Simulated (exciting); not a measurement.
# Core excitons at the Se K edge of SnSe, part 2 of 3

How far do the exchange and direct terms reshape the Se K edge of SnSe?

exciting sodium; X-ray absorption, core-level Bethe-Salpeter equation, exchange and statically screened direct term, Tamm-Dancoff, all-electron LAPW+lo LDA.

So far. Step 3 (A richer basis for the empty states): Against the first ground state the total energy moves by -4 meV an atom and the gap by 0.00 eV. Step 4 (Screening, kernels and BSE for Se atom 2): Maxima (height): 2.5 eV (1.00) and 13.3 eV (0.38).

**5. Independent particles**

Level of this step: X-ray absorption, independent-particle transitions from Dirac core states to Kohn-Sham bands, all-electron LAPW+lo LDA (exciting).

Contents of input.xml:

```
<input>
  <title>SnSe</title>
  <structure speciespath="." autormt="false" epslat="1.0e-5">
    <crystal>
      <basevect>0.0000000000 5.6880756341 5.6880756341</basevect>
      <basevect>5.6880756341 0.0000000000 5.6880756341</basevect>
      <basevect>5.6880756341 5.6880756341 0.0000000000</basevect>
    </crystal>
    <species speciesfile="Sn.xml" rmt="2.300">
      <atom coord="0.0000000000 0.0000000000 0.0000000000"/>
    </species>
    <species speciesfile="Se.xml" rmt="2.300">
      <atom coord="0.5000000000 0.5000000000 0.5000000000"/>
    </species>
  </structure>
  <groundstate do="skip" xctype="LDA_PW" ngridk="4 4 4" rgkmax="7" gmaxvr="14" nempty="8" swidth="0.001" maxscl="100" epsengy="1e-5"/>
  <xs xstype="BSE" ngridk="5 5 5" ngridq="5 5 5" vkloff="0.097 0.273 0.493" rgkmax="7" nempty="25" gqmax="3" lmaxapwwf="5" lmaxemat="2" broad="0.04300" tevout="true">
    <energywindow intv="457.991 459.608" points="439"/>
    <screening screentype="full" nempty="44"/>
    <BSE xas="true" xasspecies="2" xasatom="1" xasedge="K" bsetype="IP" nstlxas="1 21"/>
    <qpointset>
      <qpoint>0 0 0</qpoint>
    </qpointset>
    <plan>
      <doonly task="bse"/>
    </plan>
  </xs>
</input>
```

Started as:

```sh
$ OMP_NUM_THREADS=2 exciting
```

Numbers of over 12 decimals in the logs are rounded to 6 here.

Log:

```text
| EXCITING SODIUM started for task bse ( 445)                                  =
Info(bselauncher): Init time:    0.949145
Info(bselauncher): Setting up and diagonalizing BSE Hamiltonian.
Info(bselauncher): Using momentum transfer vectors from list :   1 to  1
Info(bselauncher): Distributing qmt-points over   1 processes.
Info(bselauncher): BSE type: IP
Info(bselauncher): Momentum transfer list index: iqmt=  1
Info(bselauncher): Momentum transfer: vqmtl=   0.000   0.000   0.000
Info(bse): Inspecting occupations...
Info(setranges_modxs): Number of non-reduced k-points:      125
[...]
highest unoccupied state:  39
  Opening gap with a scissor of:      0.000/H      0.000/eV
Info(select_transitions): Number of participating transitions:    5250
Info(bse): Selecting transitions...
Info(bse):bsegap (eV): 12474.316906
Info(bse): IP requested, nothing much to do
Info(bse): Writing excition energies and oscillator strengths to text file.
Info(makespectrum_dist): Making spectrum using formula for coupling with time reversed AR basis.
Info(makespectrum_dist): Using formalism for vanishing momentum transfer.
Info(writederived): Writing quantities derived from the macroscopic dielectric function.
Info(bselauncher): Spectrum finished for iqmt=  1
Info(bselauncher): All done for BSE type IP
```

It took 3 s on 2 threads of Arm Neoverse V2, shared host.

Maxima (height): 3.8 eV (0.85) and 14.1 eV (0.39). The spectrum differs from the singlet run by 31 % r.m.s. Moving the earlier curve by +1.1 eV leaves 15 %. The highest maximum lies at 3.8 eV (0.85), against 2.5 eV (1.00).

**6. Exchange alone**

Changes to input.xml since step 5:

```diff
@@ -19,3 +19,3 @@
     <screening screentype="full" nempty="44"/>
-    <BSE xas="true" xasspecies="2" xasatom="1" xasedge="K" bsetype="IP" nstlxas="1 21"/>
+    <BSE xas="true" xasspecies="2" xasatom="1" xasedge="K" bsetype="RPA" nstlxas="1 21"/>
     <qpointset>
```

Started as:

```sh
$ OMP_NUM_THREADS=2 exciting
```

Log:

```text
| EXCITING SODIUM started for task bse ( 445)                                  =
Info(bselauncher): Init time:    0.950382
Info(bselauncher): Setting up and diagonalizing BSE Hamiltonian.
Info(bselauncher): Using momentum transfer vectors from list :   1 to  1
Info(bselauncher): Distributing qmt-points over   1 processes.
Info(bselauncher): BSE type: RPA
Info(bselauncher): Momentum transfer list index: iqmt=  1
Info(bselauncher): Momentum transfer: vqmtl=   0.000   0.000   0.000
Info(bse): Inspecting occupations...
Info(setranges_modxs): Number of non-reduced k-points:      125
[...]
Info(setup_bse_block): Setting up RR part of hamiltonian
Info(setup_bse_block): Using RPA approximation
Info(bse): Diagonalizing RR Hamiltonian (TDA)
Info(bse): Invoking Lapack routine ZHEEVR
      5250 eigen solutions found in the interval:
         i1=       1 i2=    5250
Info(bse): Writing excition energies and oscillator strengths to text file.
Info(makespectrum_dist): Making spectrum using formula for coupling with time reversed AR basis.
Info(makespectrum_dist): Using formalism for vanishing momentum transfer.
Info(writederived): Writing quantities derived from the macroscopic dielectric function.
Info(bselauncher): Spectrum finished for iqmt=  1
Info(bselauncher): All done for BSE type RPA
```

The job ended after 98 s (2 threads).

Maxima (height): 3.8 eV (0.85) and 14.1 eV (0.39). The spectrum is that of the independent-particle run within 1 %.

**7. Direct term alone**

Changes to input.xml since step 6:

```diff
@@ -19,3 +19,3 @@
     <screening screentype="full" nempty="44"/>
-    <BSE xas="true" xasspecies="2" xasatom="1" xasedge="K" bsetype="RPA" nstlxas="1 21"/>
+    <BSE xas="true" xasspecies="2" xasatom="1" xasedge="K" bsetype="triplet" nstlxas="1 21"/>
     <qpointset>
```

Started as:

```sh
$ OMP_NUM_THREADS=2 exciting
```

Log:

```text
| EXCITING SODIUM started for task bse ( 445)                                  =
Info(bselauncher): Init time:    0.948328
Info(bselauncher): Setting up and diagonalizing BSE Hamiltonian.
Info(bselauncher): Using momentum transfer vectors from list :   1 to  1
Info(bselauncher): Distributing qmt-points over   1 processes.
Info(bselauncher): BSE type: triplet
Info(bselauncher): Momentum transfer list index: iqmt=  1
Info(bselauncher): Momentum transfer: vqmtl=   0.000   0.000   0.000
Info(bse): Inspecting occupations...
[...]
Info(setup_bse_block): Setting up RR part of hamiltonian
Info(setup_bse_block): Triplet spin state
Info(bse): Diagonalizing RR Hamiltonian (TDA)
Info(bse): Invoking Lapack routine ZHEEVR
      5250 eigen solutions found in the interval:
         i1=       1 i2=    5250
Info(bse): Writing excition energies and oscillator strengths to text file.
Info(makespectrum_dist): Making spectrum using formula for coupling with time reversed AR basis.
Info(makespectrum_dist): Using formalism for vanishing momentum transfer.
Info(writederived): Writing quantities derived from the macroscopic dielectric function.
Info(bselauncher): Spectrum finished for iqmt=  1
Info(bselauncher): All done for BSE type triplet
```

Run time: 1.8 min. Hardware: 2 threads.

Maxima (height): 2.5 eV (1.00) and 13.3 eV (0.38). The spectrum is that of the singlet run within 1 %.

**8. Broadening**

Changed against the first singlet run: half width (eV) from 1.17 to 3.51.

Changes to input.xml since step 7:

```diff
@@ -16,6 +16,6 @@
   <groundstate do="skip" xctype="LDA_PW" ngridk="4 4 4" rgkmax="7" gmaxvr="14" nempty="8" swidth="0.001" maxscl="100" epsengy="1e-5"/>
-  <xs xstype="BSE" ngridk="5 5 5" ngridq="5 5 5" vkloff="0.097 0.273 0.493" rgkmax="7" nempty="25" gqmax="3" lmaxapwwf="5" lmaxemat="2" broad="0.04300" tevout="true">
+  <xs xstype="BSE" ngridk="5 5 5" ngridq="5 5 5" vkloff="0.097 0.273 0.493" rgkmax="7" nempty="25" gqmax="3" lmaxapwwf="5" lmaxemat="2" broad="0.12899" tevout="true">
     <energywindow intv="457.991 459.608" points="439"/>
     <screening screentype="full" nempty="44"/>
-    <BSE xas="true" xasspecies="2" xasatom="1" xasedge="K" bsetype="triplet" nstlxas="1 21"/>
+    <BSE xas="true" xasspecies="2" xasatom="1" xasedge="K" bsetype="singlet" nstlxas="1 21"/>
     <qpointset>
```

Started as:

```sh
$ OMP_NUM_THREADS=2 exciting
```

Log:

```text
| EXCITING SODIUM started for task bse ( 445)                                  =
Info(bselauncher): Init time:    0.949466
Info(bselauncher): Setting up and diagonalizing BSE Hamiltonian.
Info(bselauncher): Using momentum transfer vectors from list :   1 to  1
Info(bselauncher): Distributing qmt-points over   1 processes.
Info(bselauncher): BSE type: singlet
Info(bselauncher): Momentum transfer list index: iqmt=  1
Info(bselauncher): Momentum transfer: vqmtl=   0.000   0.000   0.000
Info(bse): Inspecting occupations...
[...]
Info(setup_bse_block): Setting up RR part of hamiltonian
Info(setup_bse_block): Singlet spin state
Info(bse): Diagonalizing RR Hamiltonian (TDA)
Info(bse): Invoking Lapack routine ZHEEVR
      5250 eigen solutions found in the interval:
         i1=       1 i2=    5250
Info(bse): Writing excition energies and oscillator strengths to text file.
Info(makespectrum_dist): Making spectrum using formula for coupling with time reversed AR basis.
Info(makespectrum_dist): Using formalism for vanishing momentum transfer.
Info(writederived): Writing quantities derived from the macroscopic dielectric function.
Info(bselauncher): Spectrum finished for iqmt=  1
Info(bselauncher): All done for BSE type singlet
```

The job ended after 1.7 min (2 threads).

The spectrum differs from the singlet run by 37 % r.m.s. The highest maximum lies at 2.7 eV (0.51), against 2.5 eV (1.00). Only the width of each line changes; the area stays. A table step wider than the lines misses their tops.

```csv
E (eV),first run,this run
-11.0,0.01,0.04
-10.0,0.02,0.05
-9.0,0.02,0.06
-8.0,0.02,0.06
-7.0,0.03,0.08
-6.0,0.03,0.09
-5.0,0.04,0.11
-4.0,0.06,0.14
-3.0,0.08,0.17
-2.0,0.12,0.22
-1.0,0.21,0.29
0.0,0.40,0.37
1.0,0.72,0.45
2.0,0.97,0.50
3.0,0.95,0.51
4.0,0.70,0.47
5.0,0.45,0.42
6.0,0.29,0.36
7.0,0.22,0.33
8.0,0.22,0.30
9.0,0.24,0.30
10.0,0.29,0.30
11.0,0.34,0.31
12.0,0.37,0.32
13.0,0.38,0.32
14.0,0.37,0.32
15.0,0.35,0.31
16.0,0.33,0.31
17.0,0.35,0.31
18.0,0.38,0.30
19.0,0.39,0.30
```

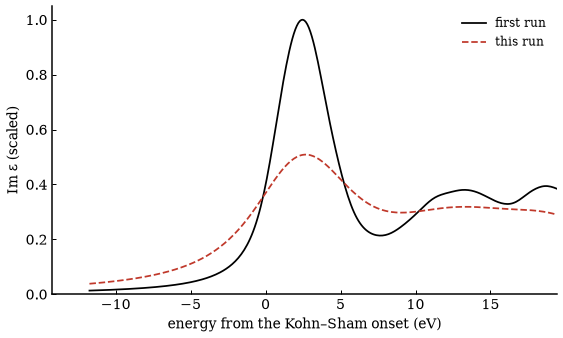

This run beside the first singlet run.

**9. Another input**

In this try the input is made faulty on purpose, to show what that does.

Changes to input.xml since step 8:

```diff
@@ -16,3 +16,3 @@
   <groundstate do="skip" xctype="LDA_PW" ngridk="4 4 4" rgkmax="7" gmaxvr="14" nempty="8" swidth="0.001" maxscl="100" epsengy="1e-5"/>
-  <xs xstype="BSE" ngridk="5 5 5" ngridq="5 5 5" vkloff="0.097 0.273 0.493" rgkmax="7" nempty="25" gqmax="3" lmaxapwwf="5" lmaxemat="2" broad="0.12899" tevout="true">
+  <xs xstype="BSE" ngridk="5 5 5" ngridq="5 5 5" vkloff="0.097 0.273 0.493" rgkmax="7" nempty="25" gqmax="0.6" lmaxapwwf="5" lmaxemat="2" broad="0.04300" tevout="true">
     <energywindow intv="457.991 459.608" points="439"/>
@@ -24,3 +24,6 @@
     <plan>
-      <doonly task="bse"/>
+      <doonly task="xsgeneigvec"/>
+      <doonly task="screen"/>
+      <doonly task="scrcoulint"/>
+      <doonly task="exccoulint"/>
     </plan>
```

Contents of input.xml for the last start (plan only):

```
  <plan>
    <doonly task="bse"/>
  </plan>
```

Started as:

```sh
$ OMP_NUM_THREADS=1 mpirun -n 2 exciting
$ OMP_NUM_THREADS=2 exciting
```

Log:

```text
| EXCITING SODIUM started for task xsgeneigvec ( 301)                          =
One-shot GS runs for BSE calculations
One-shot GS runs for k+qmt/2 grids
Info(xsgeneigvec): Generating eigenvectors for Q-point      1
Info(xsgeneigvec): Generation of eigenvectors finished
| EXCITING SODIUM started for task screen ( 430)                               =
Info(screenlauncher): Calculating screening for unshifted q-grid.
Info(screenlauncher): Number of q points:      10
Info(screenlauncher): lowest (partially)  unoccupied state:     19
[...]
Info(setup_bse_block): Setting up RR part of hamiltonian
Info(setup_bse_block): Singlet spin state
Info(bse): Diagonalizing RR Hamiltonian (TDA)
Info(bse): Invoking Lapack routine ZHEEVR
      5250 eigen solutions found in the interval:
         i1=       1 i2=    5250
Info(bse): Writing excition energies and oscillator strengths to text file.
Info(makespectrum_dist): Making spectrum using formula for coupling with time reversed AR basis.
Info(makespectrum_dist): Using formalism for vanishing momentum transfer.
Info(writederived): Writing quantities derived from the macroscopic dielectric function.
Info(bselauncher): Spectrum finished for iqmt=  1
Info(bselauncher): All done for BSE type singlet
```

Run time: 6.6 min. Hardware: 2 MPI ranks.

The input has a fault: the cutoff of the kernels is far too low. Against the singlet run the r.m.s. difference is 16 %. Moving the earlier curve by +0.5 eV leaves 9 %. The highest maximum lies at 3.1 eV (0.90), against 2.5 eV (1.00). The kernels miss the short-range part of the Coulomb interaction, its components above their cutoff.

```csv
E (eV),first run,this run
-7.0,0.03,0.02
-6.0,0.03,0.03
-5.0,0.04,0.04
-4.0,0.06,0.05
-3.0,0.08,0.06
-2.0,0.12,0.09
-1.0,0.21,0.15
0.0,0.40,0.28
1.0,0.72,0.50
2.0,0.97,0.76
3.0,0.95,0.90
4.0,0.70,0.77
5.0,0.45,0.52
6.0,0.29,0.32
7.0,0.22,0.24
8.0,0.22,0.22
9.0,0.24,0.24
10.0,0.29,0.28
11.0,0.34,0.33
12.0,0.37,0.37
13.0,0.38,0.39
14.0,0.37,0.39
15.0,0.35,0.37
16.0,0.33,0.35
17.0,0.35,0.37
18.0,0.38,0.41
19.0,0.39,0.44
```

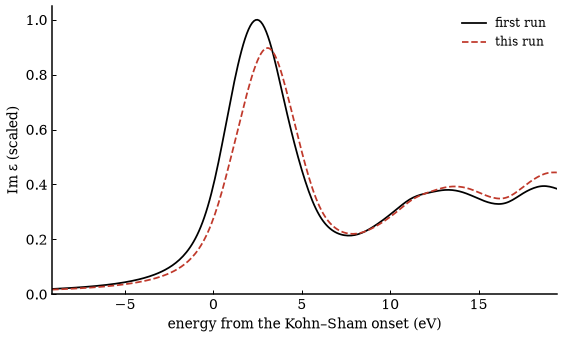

This run beside the first singlet run.

**10. Ground state with other settings**

In this try the input is made faulty on purpose, to show what that does.

Contents of input.xml:

```
<input>
  <title>SnSe</title>
  <structure speciespath="." autormt="false" epslat="1.0e-5">
    <crystal>
      <basevect>0.0000000000 5.6880756341 5.6880756341</basevect>
      <basevect>5.6880756341 0.0000000000 5.6880756341</basevect>
      <basevect>5.6880756341 5.6880756341 0.0000000000</basevect>
    </crystal>
    <species speciesfile="Sn.xml" rmt="2.300">
      <atom coord="0.0000000000 0.0000000000 0.0000000000"/>
    </species>
    <species speciesfile="Se.xml" rmt="2.300">
      <atom coord="0.5000000000 0.5000000000 0.5000000000"/>
    </species>
  </structure>
  <groundstate do="fromscratch" xctype="LDA_PW" ngridk="4 4 4" rgkmax="4.5" gmaxvr="14" nempty="8" swidth="0.001" maxscl="100" epsengy="1e-5"/>
</input>
```

Contents of SPECIES.xml, added lines:

```
<lo l="L">  <!-- L = 0, 1, 2 -->
  <wf matchingOrder="0" trialEnergy="0.1500" searchE="false"/>
  <wf matchingOrder="1" trialEnergy="0.1500" searchE="false"/>
  <wf matchingOrder="0" trialEnergy="0.9000" searchE="false"/>
</lo>
```

Started as:

```sh
$ OMP_NUM_THREADS=1 mpirun -n 2 exciting
```

Log:

```text
EXCITING SODIUM started
********************************************************************************
* Ground-state run starting from atomic densities                              *
********************************************************************************
+ Starting initialization                                                      +
[... lattice and species ...]
 Spin treatment                             :    spin-unpolarised
 Number of Bravais lattice symmetries       :      48
[...]
+ Self-consistent loop stopped                                                 +
 STATE.OUT is written
********************************************************************************
* Groundstate module stopped                                                   *
********************************************************************************
 Total time spent (seconds)                 :        13.28
- CAUTION! Warnings have been written in file WARNING.OUT !                    -
| EXCITING SODIUM stopped                                                      =
[key lines of the parts left out:]
Total energy                               :     -8600.52460176
Fermi energy                               :         0.18347469
```

It took 15 s on 2 MPI ranks.

Against the second ground state the total energy moves by 4914 meV an atom and the gap by 0.16 eV.

(Part 2 of 3 ends here.)

[Banner, clock and machine lines of the logs are left out without a mark of their own.]

[Logs are printed without paths, hosts, clocks, repeated set-up lines and the standing remarks that a program may print on its own settings, such as how far it seeks lower states.]

[Hosts, paths, dates, database ids (printed as entryN), source tags and the programs' standing remarks are cut or masked in the printed files.]
